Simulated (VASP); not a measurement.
Band structure of GePt (space group Pnma). Computed with PBE GGA, VASP's PBE PAW potentials (set 64) (plane waves; VASP 6.6.1).

Unless said otherwise, spin-orbit coupling is left out, though it shifts the bands of the heavy elements here.

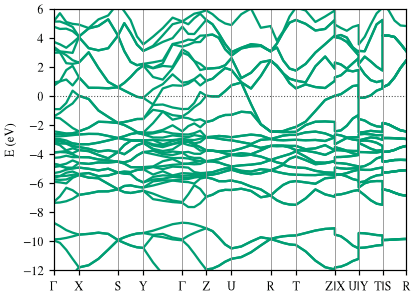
Fig. 1. Bands along high-symmetry lines, zero at the valence-band maximum or, without a gap, the Fermi level

### Question
Read the plot: is there a gap, and where are the band edges?

### Answer
It has no gap at this level: it comes out as a metal or semimetal.

The structure comes from a computed database's GePt entry (Pnma); how it stands against other phases isn't given here. The cell was not relaxed at this level. The k-mesh is coarse (spacing up to 0.36 per Å, 2π included), so the numbers may not be converged in it.
